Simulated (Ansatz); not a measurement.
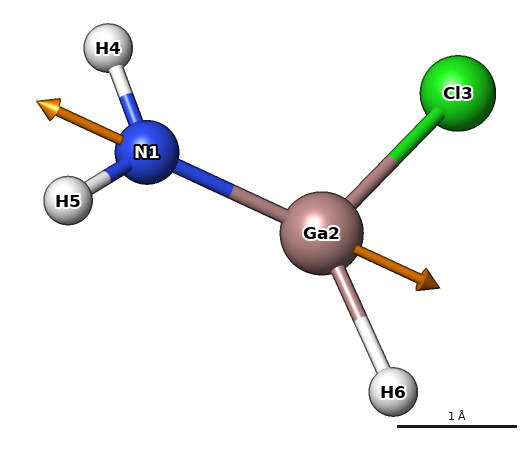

Arrows show the forces on the atoms, 0.2 Å of arrow for 1 eV/Å; forces under a tenth of the largest aren't drawn. Level of theory: PBE0-D4/def2-TZVP (Ansatz 0.2.0).

Q: Along which bond is the force strongest?

A: N1–Ga2, now 1.679 Å: the forces push its atoms apart, so a first step downhill lengthens it.

List the force components in the frame of the picture (x right, y up, z towards the viewer), in eV/Å.

```csv
atom,Fx,Fy,Fz
N1,−3.62,1.68,1.03
Ga2,3.62,−1.68,−1.03
Cl3,0.00,0.00,0.00
H4,0.00,0.00,0.00
H5,0.00,0.00,0.00
H6,0.00,0.00,0.00
```
